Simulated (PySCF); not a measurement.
**CH5AlO2, SMILES `C[Al](O)O`: what the electrons do**

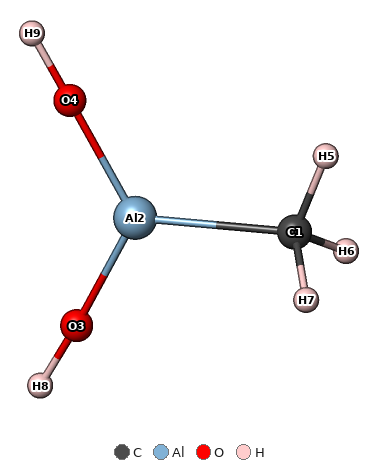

The molecule, with its atoms numbered as below. No frequency check shows the geometry to be a minimum.

Coordinates in Å:

```
C1       1.8839    0.1025   -0.0000
Al2     -0.1065   -0.0006   -0.0006
O3      -0.7856   -1.5010    0.0003
O4      -0.9720    1.4006    0.0003
H5       2.2311    1.1324   -0.0219
H6       2.3006   -0.4173   -0.8605
H7       2.2969   -0.3774    0.8851
H8      -1.2127   -2.3436    0.0005
H9      -1.4739    2.2009    0.0006
```

## 1. Bonding charge

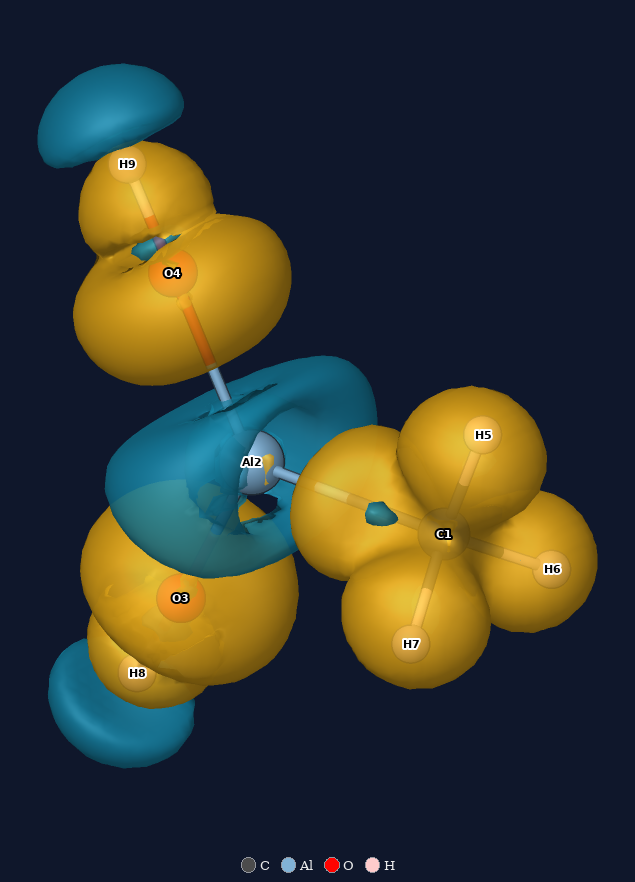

Deformation density (molecule less spherical, spin-averaged free atoms at the same positions), surfaces at ±0.07 e/Å³; yellow: gain, teal: loss.

Level of theory: B3LYP/def2-SVPD (PySCF), at a geometry from GFN2-xTB.

> Describe the bonding that the map shows.

O4–H9: +0.80 e/Å³ at the bond critical point (bond length 0.94 Å). O3–H8: +0.80 e/Å³ at the bond critical point (bond length 0.94 Å). C1–H5: +0.63 e/Å³ at the bond critical point (bond length 1.09 Å). C1–H6 and C1–H7: +0.61 e/Å³ at the bond critical point (bond length 1.09 Å). C1–Al2: +0.13 e/Å³ at the bond critical point (bond length 1.99 Å). Al2–O3: −0.01 e/Å³ at the bond critical point (bond length 1.65 Å); up to 0.6 Å beside the axis the gain reaches +0.22 e/Å³. Al2–O4: −0.01 e/Å³ at the bond critical point (bond length 1.65 Å); up to 0.6 Å beside the axis the gain reaches +0.21 e/Å³. In all, 2.1 electrons gather in the regions of gain relative to the promolecule. A small or negative value marks a very polar bond, one between electron-rich atoms, whose free-atom densities already overlap strongly, a long bond to a heavier atom, or a closed-shell contact such as a hydrogen bond.

> Where do the Hirshfeld charges lie?

The highest Hirshfeld charge is on Al2 (+0.62 e), the lowest on O3 (−0.39 e).

## 2. Local ionisation energy

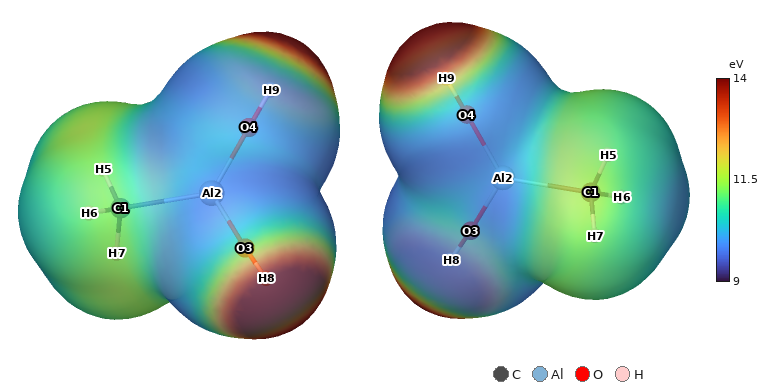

Average local ionisation energy on the surface of electron density 0.001 a.u. (back view left, front view right).

> Where are the most loosely bound electrons on this surface?

The lowest value is 9.8 eV, over Al2, off the plane of its three bonds (1.9 Å), and at like points elsewhere. Further minima include 9.8 eV, off the O4–H9 bond (1.9 to 2.1 Å from its atoms); 9.8 eV, near H6 (1.88 Å), H7 (1.94 Å), H5 (2.01 Å) and C1 (2.05 Å). For comparison, the highest occupied orbital lies at −7.8 eV.

> What volume does the surface enclose, and what is the dipole moment?

About 100 Å³; the dipole moment is 0.8 D.

## 3. In an electric field

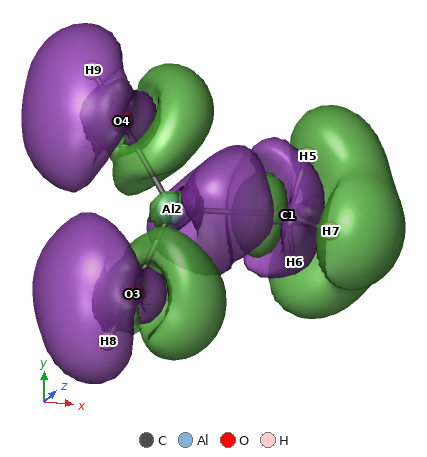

Change of the electron density in a uniform field of 0.21 V/Å, surfaces at ±0.0008 e/Å³ (purple: gain, green: loss).

PySCF calculation, B3LYP/def2-SVPD, gas phase; geometry: GFN2-xTB.

> Along which Cartesian direction does the field point?

Along +x: electrons gather on the −x side, against the field.

> What dipole is induced, and what polarisability does it imply?

The induced dipole is 0.53 D (along the field); α along this axis, from the fields in both directions, is 52 bohr³ (7.7 Å³).

> Which atoms gain and lose the most charge?

Electrons gather most on Al2 (Hirshfeld charge changes by −0.007 e) and leave H6 and H7 alike most (+0.005 e); 0.047 electrons are displaced in all.

## 4. Removing or adding an electron

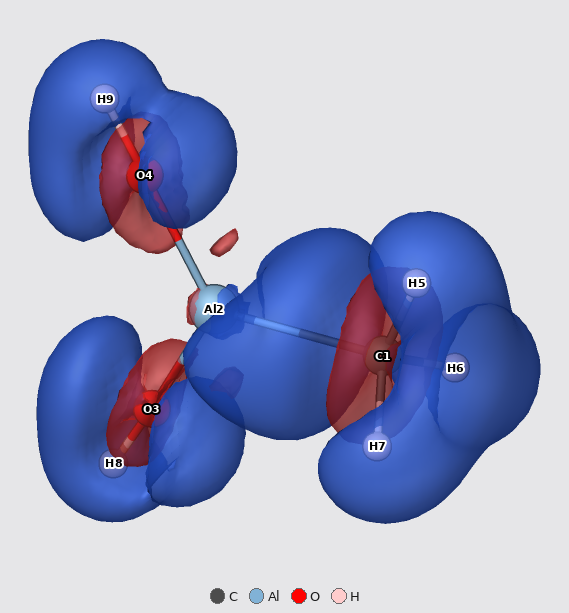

Fukui function f⁻ = ρ(N) − ρ(N−1) at fixed geometry, surfaces at ±0.015 e/Å³ (blue positive, red negative).

> On which atoms does the density change most on removal of an electron?

f⁻ (Hirshfeld-condensed) is largest on Al2 (0.21) and C1 (0.20); the vertical ionisation energy is 10.29 eV (the stability of the cation's solution wasn't checked). Condensed values hint at sites of electrophilic attack but needn't mark the atom that reacts. Shares this close don't rank the sites. Orbital relaxation makes it negative in places (0.18 e in all).

```csv
atom,f⁻,charge
C1,+0.20,−0.25
Al2,+0.21,+0.62
O3,+0.11,−0.39
O4,+0.11,−0.39
H5,+0.08,+0.03
H6,+0.08,+0.03
H7,+0.08,+0.03
H8,+0.07,+0.16
H9,+0.07,+0.16
```
